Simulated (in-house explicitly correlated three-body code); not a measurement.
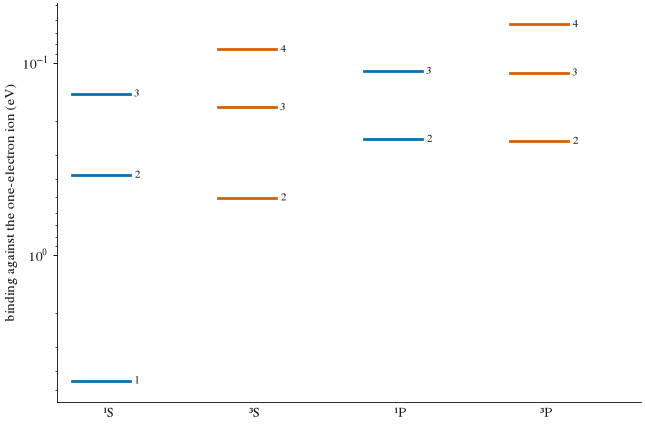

Two electrons around a point charge Z = 1.27. Computed variationally in 260 exponentially correlated functions with an in-house code, non-relativistic, converged to about 10⁻⁷ hartree. The plot shows the bound S and P states that converged, by term and principal number n, on a logarithmic scale of binding.

> Describe the level scheme.

The ground state is bound by 4.49 eV. The n = 2 states drawn run, from the deepest, 2 ³S (0.502 eV), 2 ¹S (0.383 eV), 2 ³P (0.255 eV), 2 ¹P (0.249 eV). Exchange puts 2 ³S below 2 ¹S by 0.119 eV and 2 ³P below 2 ¹P by 0.00596 eV. Quantum defects n − (Z − 1)/√(2 E(binding)): 2 ³S 0.594, 2 ¹S 0.390, 2 ³P 0.027, 2 ¹P 0.004.
